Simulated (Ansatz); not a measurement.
C2H9Si2 (SMILES C[SiH](C)[SiH2]) (doublet)

```json
{"atom": "C", "x (Å)": "-0.3614", "y (Å)": "-1.4800", "z (Å)": "-2.7297"}
{"atom": "C", "x (Å)": "-1.8354", "y (Å)": "-2.6550", "z (Å)": "-0.2680"}
{"atom": "Si", "x (Å)": "-0.4882", "y (Å)": "-1.4683", "z (Å)": "-0.8498"}
{"atom": "Si", "x (Å)": "1.5995", "y (Å)": "-2.0114", "z (Å)": "0.0544"}
{"atom": "H", "x (Å)": "-0.0751", "y (Å)": "-2.4788", "z (Å)": "-3.0948"}
{"atom": "H", "x (Å)": "-1.3299", "y (Å)": "-1.2161", "z (Å)": "-3.1831"}
{"atom": "H", "x (Å)": "0.3910", "y (Å)": "-0.7587", "z (Å)": "-3.0824"}
{"atom": "H", "x (Å)": "-0.8172", "y (Å)": "-0.0848", "z (Å)": "-0.3745"}
{"atom": "H", "x (Å)": "-2.8089", "y (Å)": "-2.3663", "z (Å)": "-0.6970"}
{"atom": "H", "x (Å)": "-1.9277", "y (Å)": "-2.6464", "z (Å)": "0.8284"}
{"atom": "H", "x (Å)": "-1.6119", "y (Å)": "-3.6854", "z (Å)": "-0.5848"}
{"atom": "H", "x (Å)": "1.6971", "y (Å)": "-1.9464", "z (Å)": "1.5481"}
{"atom": "H", "x (Å)": "2.1655", "y (Å)": "-3.3176", "z (Å)": "-0.4171"}
```

Geometry: PBE0-D3(BJ)/def2-SVP.

Level of theory: Ansatz, isolated molecule in a Gaussian basis; Kohn-Sham density functional theory, functional PBE0.

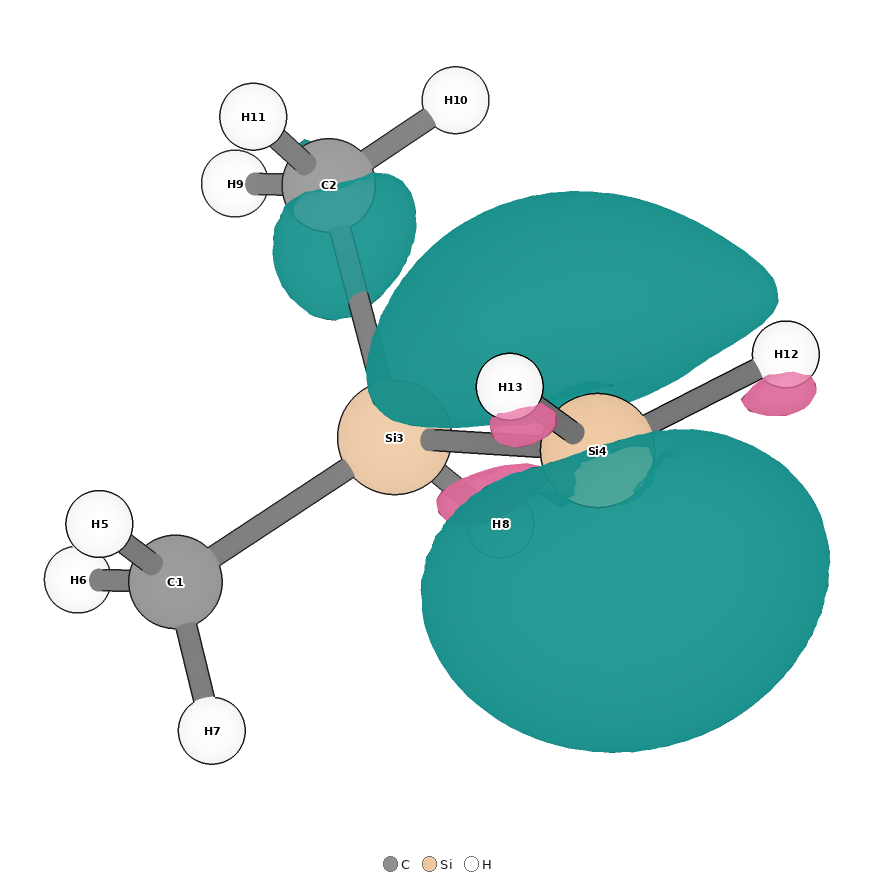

Figure 1. Isosurfaces of the spin density (α minus β) at +0.015 (teal) and −0.015 e/Å³ (pink), seen at a tilt.

> Where is the unpaired spin?

The unpaired spin (1 electron) lies mostly on Si4 (about 0.8) and Si3 (about 0.1), in electrons by Hirshfeld's partition.

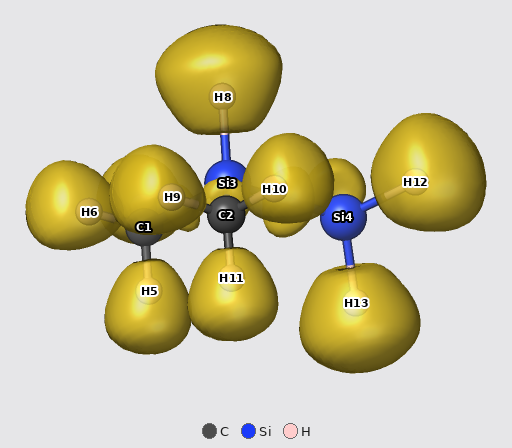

Figure 2. Isosurface of the ELF at 0.9 (yellow), seen from one side. Core shells and regions of very low density are left out.

> Identify the bonds, lone pairs and shells in this picture.

The surface consists of two regions between bonded C–Si atoms (shared pairs), one region between bonded Si–Si atoms (shared pairs), nine regions around hydrogen nuclei and one lobe on Si, pointing away from the bonds (non-bonding electrons). Along the contacts the grid gives the following. C–Si (1.88 Å): the ELF peaks at about 0.95 between the atoms; a shared electron pair. Si–Si (2.34 Å): the ELF peaks at about 1 between the atoms (a shared electron pair).

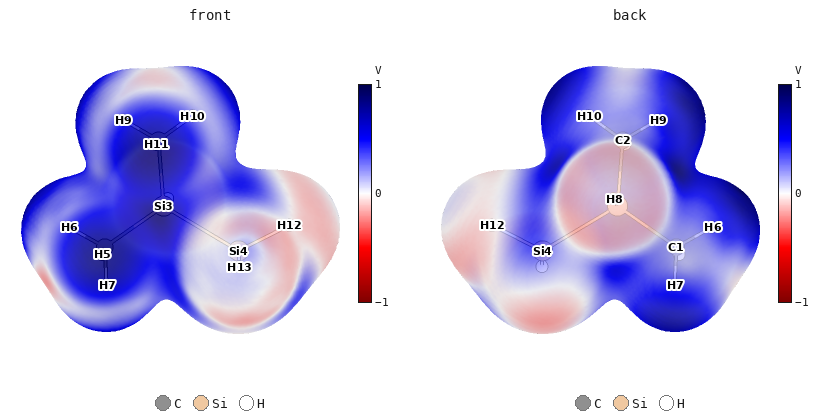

Figure 3. The electrostatic potential painted on the density surface at 0.002 e/bohr³, seen from the front and from behind; the colour scale runs from red (negative) to blue (positive).

> Which sites attract a positive test charge, and which a negative one?

A positive charge is drawn to the negative regions and a negative charge to the positive ones. The most negative region (about −0.2 V) lies over C1, H8, H12 and H13, the most positive (about +0.9 V, or +21 kcal/mol for a unit charge) over the H and Si atoms.

> What dipole moment does the calculation give?

Its dipole moment is 1.22 D.
